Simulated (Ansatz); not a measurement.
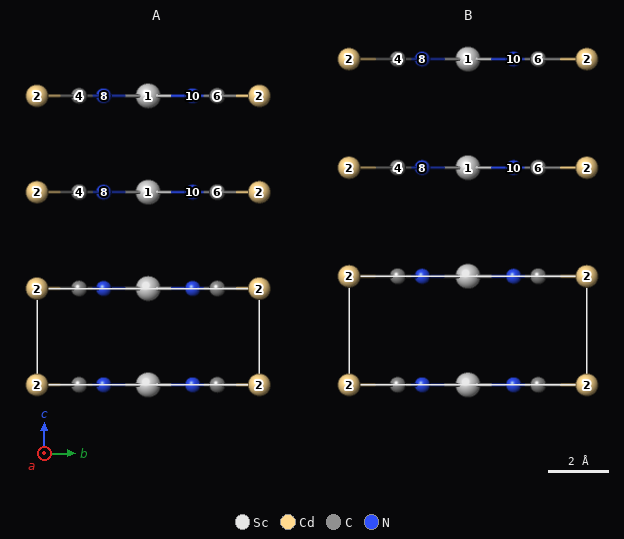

Two geometries of a crystal of ScCdC4N4 (a generated structure, set up in P4/mmm) (coarse preliminary run), drawn at one scale. One is the start of a relaxation, the other its converged end. The picture is a ball-and-stick view of the cell of the calculation, repeated 1 × 1 × 3 with one cell outlined, seen along the a axis.

Level of theory: DFT PBE, scalar-relativistic, plane waves, PAW in Ansatz. (plane-wave cutoff 420 eV; k-point mesh 2 × 2 × 6; occupations gaussian; smearing width 0.1 eV; no spin polarisation; cell and atoms relaxed; force threshold 0.04 eV/Å; at most 70 steps)

Question: Which of the two is the end point?

Answer: Structure B is the relaxed one. The largest moves relative to the cell, 0.18 Å, are those of C atoms. Largest moves by element: C 0.18 Å, N 0.09 Å. Sc and Cd stay in place. The drawn cell changes as follows: a = b 7.483 → 8.007 Å (+7.0 %), c 3.242 → 3.654 Å (+12.7 %); the volume changes by +29.1 %. Some distances before and after: Sc–Sc 3.242 → 3.654 Å, C–Cd 2.001 → 2.316 Å, N–Sc 2.120 → 2.176 Å. The space group stays P4/mmm (No. 123). The energy falls by 267 meV per atom in 5 accepted moves (7 points after the start). Largest force component: 2.8 eV/Å at the start, 0.003 eV/Å at the end. The pressure goes from 13.06 to 0.07 GPa. The SCF was repeated twice at an unchanged geometry on a basis and grid sized afresh for the cell, which shifted the energy by 18.2 meV per atom at most. Cost: 56 s on 1 thread of Intel(R) Xeon(R) Platinum 8488C (Sapphire Rapids), on a shared host, peak memory 0.57 GiB.

Limits of the set-up: the k-point mesh is coarse for a cell with partly filled bands; layers or molecules are held without a dispersion correction, so their spacing is unreliable.
